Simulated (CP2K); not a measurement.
# CH7GeNO2 (SMILES NC[O][GeH2][OH]): a first try and a second

Wanted: energy and forces of CH7GeNO2, GFN0-xTB.

The calculation is run with CP2K 2026.2.

4 further runs of the same task are left out: 2 that didn't finish, 2 set aside as unsound or not needed.

### 1 The molecule

CH7GeNO2: 12 atoms, total charge 0, spin state singlet. As SMILES, `NC[O][GeH2][OH]`. Geometry: a rough force-field guess. This is one conformer, not always the lowest.

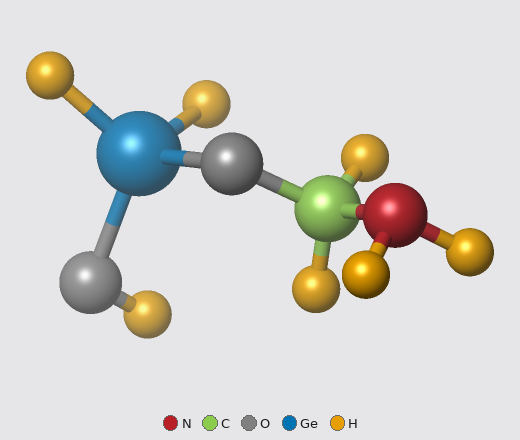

The structure, seen from a chosen angle (nitrogen red, carbon green, oxygen grey, germanium blue, hydrogen amber).

### 2 First attempt

File molecule.pdb:

```
HETATM    1 N    MOL A   1      -0.359   1.537   1.636  1.00  0.00           N
HETATM    2 C    MOL A   1      -0.444   0.543   0.599  1.00  0.00           C
HETATM    3 O    MOL A   1       0.716  -0.199   0.651  1.00  0.00           O
HETATM    4 Ge   MOL A   1       0.755  -1.458  -0.617  1.00  0.00          GE
HETATM    5 O    MOL A   1       0.973  -0.734  -2.233  1.00  0.00           O
HETATM    6 H    MOL A   1       0.363   2.264   1.384  1.00  0.00           H
HETATM    7 H    MOL A   1      -1.274   2.124   1.566  1.00  0.00           H
HETATM    8 H    MOL A   1      -1.281  -0.092   0.787  1.00  0.00           H
HETATM    9 H    MOL A   1      -0.546   1.046  -0.358  1.00  0.00           H
HETATM   10 H    MOL A   1      -0.699  -2.172  -0.580  1.00  0.00           H
HETATM   11 H    MOL A   1       1.770  -2.526  -0.316  1.00  0.00           H
HETATM   12 H    MOL A   1       0.101  -0.389  -2.485  1.00  0.00           H
END
```

File qs.inp:

```
&GLOBAL
  PROJECT qs
  RUN_TYPE ENERGY_FORCE
  PRINT_LEVEL MEDIUM
&END GLOBAL

&FORCE_EVAL
  METHOD Quickstep
  &DFT
    CHARGE 1
    &QS
      METHOD XTB
      EPS_DEFAULT 1.0E-10
      &XTB
        GFN_TYPE 0
        CHECK_ATOMIC_CHARGES F
      &END XTB
    &END QS
    &POISSON
      PERIODIC NONE
      POISSON_SOLVER ANALYTIC
    &END POISSON
    &SCF
      SCF_GUESS ATOMIC
      EPS_SCF 1.0E-07
      MAX_SCF 150
      ADDED_MOS 8
      &DIAGONALIZATION
        ALGORITHM STANDARD
      &END DIAGONALIZATION
      &MIXING
        METHOD DIRECT_P_MIXING
        ALPHA 0.4
      &END MIXING
      &SMEAR ON
        METHOD FERMI_DIRAC
        ELECTRONIC_TEMPERATURE [K] 300
      &END SMEAR
    &END SCF
    &PRINT
      &MOMENTS
        PERIODIC F
        REFERENCE COM
        MAX_MOMENT 1
      &END MOMENTS
      &MO ON
        ENERGIES T
        OCCUPATION_NUMBERS T
        NDIGITS 6
        &EACH
          QS_SCF 0
        &END EACH
        ADD_LAST NUMERIC
      &END MO
      &HIRSHFELD OFF
      &END HIRSHFELD
    &END PRINT
  &END DFT
  &SUBSYS
    &CELL
      ABC 15.1 16.8 16.1
      PERIODIC NONE
    &END CELL
    &TOPOLOGY
      COORD_FILE_NAME molecule.pdb
      COORD_FILE_FORMAT PDB
      CONN_FILE_FORMAT OFF
      &CENTER_COORDINATES
      &END CENTER_COORDINATES
    &END TOPOLOGY
  &END SUBSYS
  &PRINT
    &FORCES ON
    &END FORCES
  &END PRINT
&END FORCE_EVAL
```

Command:

```
OMP_NUM_THREADS=1 cp2k.psmp -i qs.inp > qs.out 2>&1
```

Log:

```text
CP2K| version string:                                       CP2K version 2026.2
[...]
 GLOBAL| Method name                                                        CP2K
[...]
 GLOBAL| Run type                                                   ENERGY_FORCE
[...]
                             - Atoms:                                         12
[...]
                             - Spherical basis functions:                     39
[...]
 Number of electrons:                                                         31
[...]
  Fermi energy:                                                -0.41428470767525
[...]
 TB_DIPOLE| Moment [Debye]         -1.35875859       2.82987314       2.10331581
 TB_DIPOLE| Derivative [a.u.]       0.00000000       0.00000000       0.00000000
[...]
 ENERGY| Total FORCE_EVAL ( QS ) energy [hartree]            -15.716404114532352
 FORCES| Atomic forces [hartree/bohr]
 FORCES|   Atom     x               y               z               |f|
 FORCES|      1 -2.66772600E-02  5.04895971E-02 -2.00568175E-02   6.05239750E-02
 FORCES|      2  3.55528032E-02 -1.94927526E-03  1.64085494E-02   3.92051270E-02
 FORCES|      3 -1.09664394E-02  2.74466489E-03 -1.51788971E-02   1.89260375E-02
 FORCES|      4 -2.07147949E-02 -1.17997342E-02 -4.88137262E-03   2.43344253E-02
 FORCES|      5 -1.11205751E-02 -1.89633133E-03  1.26309866E-02   1.69353206E-02
 FORCES|      6 -5.48429204E-03 -1.73140065E-02  1.21331555E-02   2.18418347E-02
 FORCES|      7  2.69020850E-02 -2.00546493E-02  1.30032168E-02   3.59860360E-02
 FORCES|      8 -1.90590206E-02 -7.99535302E-03 -6.57066101E-05   2.06682426E-02
 FORCES|      9 -3.71325802E-03 -1.89990338E-03 -8.27616285E-03   9.26783629E-03
 FORCES|     10  1.97244121E-02  7.86305343E-03 -3.05499678E-04   2.12361337E-02
 FORCES|     11  5.86795977E-03  4.95970271E-04  1.11737041E-03   5.99395154E-03
 FORCES|     12  9.68837995E-03  1.31596730E-03 -6.52882233E-03   1.17567851E-02
 FORCES| Sum    -1.30104261E-16 -2.04914211E-16 -4.25007252E-17
[...]
```

Run time: 2 s. Hardware: 1 thread of Intel Xeon Platinum 8259CL at 2.50GHz (Skylake/Cascade Lake), shared host; peak memory 0.19 GiB.

### 3 What went wrong

The program ended normally, but the settings are unsound, so its numbers aren't properties of the molecule.

What is wrong: the electron count doesn't fit the spin or reference typed: an even count needs an odd multiplicity, an odd count an even one. To mend it: charge 0 in place of 1. That is the species meant; for the charge typed, the multiplicity would have to change.

### 4 The mended input

molecule.pdb is that of step 2.

File job.inp:

```
&GLOBAL
   PROJECT job
   RUN_TYPE ENERGY_FORCE
   PRINT_LEVEL MEDIUM
&END GLOBAL
&FORCE_EVAL
   METHOD QS
   &DFT
      &QS
         METHOD XTB
         EPS_DEFAULT 1.0E-10
         &XTB
            GFN_TYPE 0
            CHECK_ATOMIC_CHARGES F
         &END XTB
      &END QS
      &POISSON
         PERIODIC NONE
         POISSON_SOLVER ANALYTIC
      &END POISSON
      &SCF
         SCF_GUESS ATOMIC
         EPS_SCF 1.0E-07
         MAX_SCF 150
         ADDED_MOS 8
         &DIAGONALIZATION
            ALGORITHM STANDARD
         &END DIAGONALIZATION
         &MIXING
            METHOD DIRECT_P_MIXING
            ALPHA 0.4
         &END MIXING
         &SMEAR ON
            METHOD FERMI_DIRAC
            ELECTRONIC_TEMPERATURE [K] 300
         &END SMEAR
      &END SCF
      &PRINT
         &MOMENTS
            PERIODIC F
            REFERENCE COM
            MAX_MOMENT 1
         &END MOMENTS
         &MO ON
            ENERGIES T
            OCCUPATION_NUMBERS T
            NDIGITS 6
            &EACH
               QS_SCF 0
            &END EACH
            ADD_LAST NUMERIC
         &END MO
         &HIRSHFELD OFF
         &END HIRSHFELD
      &END PRINT
   &END DFT
   # structure
   &SUBSYS
      # box in angstrom
      &CELL
         ABC 15.1 16.8 16.1
         PERIODIC NONE
      &END CELL
      &TOPOLOGY
         COORD_FILE_NAME molecule.pdb
         COORD_FILE_FORMAT PDB
         CONN_FILE_FORMAT OFF
         &CENTER_COORDINATES
         &END CENTER_COORDINATES
      &END TOPOLOGY
   &END SUBSYS
   # extra output
   &PRINT
      &FORCES ON
      &END FORCES
   &END PRINT
&END FORCE_EVAL
```

Command:

```
OMP_NUM_THREADS=1 cp2k.psmp job.inp > job.out
```

Log:

```text
CP2K| version string:                                       CP2K version 2026.2
[...]
 GLOBAL| Method name                                                        CP2K
[...]
 GLOBAL| Run type                                                   ENERGY_FORCE
[...]
                             - Atoms:                                         12
[...]
                             - Spherical basis functions:                     39
[...]
 Number of electrons:                                                         32
[...]
  Fermi energy:                                                -0.22787752922895
[...]
 TB_DIPOLE| Moment [Debye]         -1.02525494      -0.19693438      -1.30845966
 TB_DIPOLE| Derivative [a.u.]       0.00000000       0.00000000       0.00000000
[...]
 ENERGY| Total FORCE_EVAL ( QS ) energy [hartree]            -17.488030864014501
 FORCES| Atomic forces [hartree/bohr]
 FORCES|   Atom     x               y               z               |f|
 FORCES|      1 -2.43675901E-02  5.19062360E-02 -8.17463512E-03   5.79211657E-02
 FORCES|      2  7.68215158E-03  9.59334014E-03 -8.30723448E-04   1.23181869E-02
 FORCES|      3  2.23520353E-02 -1.92131640E-02 -6.58058057E-03   3.02003840E-02
 FORCES|      4 -2.14923215E-02 -7.45570406E-03 -5.94651350E-04   2.27565598E-02
 FORCES|      5 -1.22533778E-02 -1.75790490E-03  9.91847872E-03   1.58622734E-02
 FORCES|      6 -1.05423895E-02 -1.99864458E-02  8.43370551E-03   2.41190253E-02
 FORCES|      7  3.09045193E-02 -2.21255324E-02  9.40952481E-03   3.91556848E-02
 FORCES|      8 -1.98756595E-02 -5.20672243E-03  1.72030910E-03   2.06182264E-02
 FORCES|      9 -6.28206640E-03  5.28314147E-04 -9.55707680E-03   1.14490694E-02
 FORCES|     10  2.17783179E-02  9.78136065E-03 -4.86903258E-04   2.38790121E-02
 FORCES|     11  1.92959368E-03  3.96325747E-03 -4.55864298E-05   4.40826719E-03
 FORCES|     12  1.01667870E-02 -2.70347681E-05 -3.21186117E-03   1.06620984E-02
 FORCES| Sum     1.19695920E-16  6.15216970E-17  3.38271078E-17
[...]
```

Run time: 1.5 s. Hardware: 1 thread of Intel Xeon Platinum 8259CL at 2.50GHz (Skylake/Cascade Lake), shared host; peak memory 0.19 GiB.

### 5 What came out

Level: GFN0-xTB.

| quantity | value |
| --- | --- |
| total energy | -17.48803 Eh |
| dipole moment (from atomic charges alone) | 1.67 D |
| HOMO energy | -11.26 eV |
| LUMO energy | -5.32 eV |
| HOMO–LUMO gap | 5.94 eV |
| dispersion energy | -8.59 kJ/mol |
| largest force on an atom | 2.978 eV/Å |

What this shows: The dipole comes from point charges on the atoms alone, without atomic dipoles, so it is partial. The largest force is 2.98 eV/Å: the shape isn't a stationary point for this species at this level.
